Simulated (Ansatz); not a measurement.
CH₂SeZn (SMILES [ZnH][CH]=[Se])

```xyz
5

C    -1.1213   -0.2164   -0.4032
Se   -2.4417   -1.3562   -0.6915
Zn    0.4137   -0.6679   -1.5003
H    -1.2923    0.5894    0.3279
H     1.5513   -1.1366   -2.4213
```

Geometry: PBE0-D3(BJ)/def2-SVP.

Method: Ansatz, isolated molecule in a Gaussian basis; Kohn-Sham density functional theory, functional PBE0.

What will maps of the electron density and electron localisation function show?

Answer. C–Se (1.77 Å): the density is about 1.3 e/Å³ at the midpoint; the ELF peaks at about 0.85 between the atoms; a covalent bond.
C–Zn (1.94 Å): ρ is about 0.78 e/Å³ halfway; the ELF peaks at about 0.95 in the valence shell of C, 0.7 Å from its nucleus, and is about 0.40 at the midpoint.
C–H (1.10 Å): ρ at the midpoint is about 2 e/Å³; the ELF climbs to about 1 towards the hydrogen, as it does in any bond to H: a covalent bond by its length.
Zn–H (1.54 Å): ρ at the midpoint is about 1.1 e/Å³; the ELF climbs to about 1 towards the hydrogen.

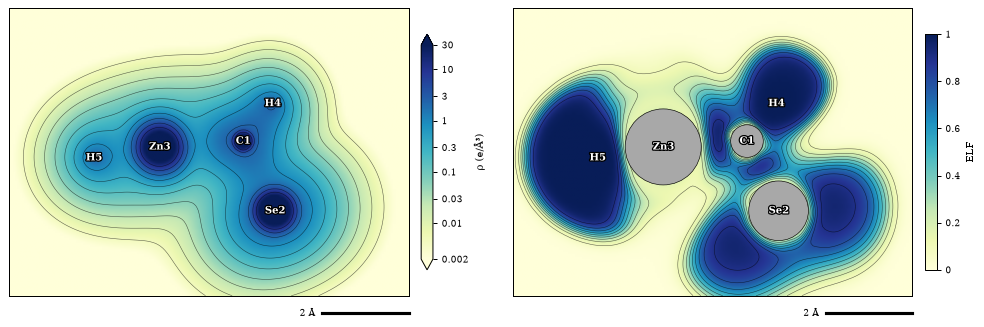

Computed electron density and electron localisation function on the molecular plane, in this order. Grey discs cover the atomic cores in the ELF map. 
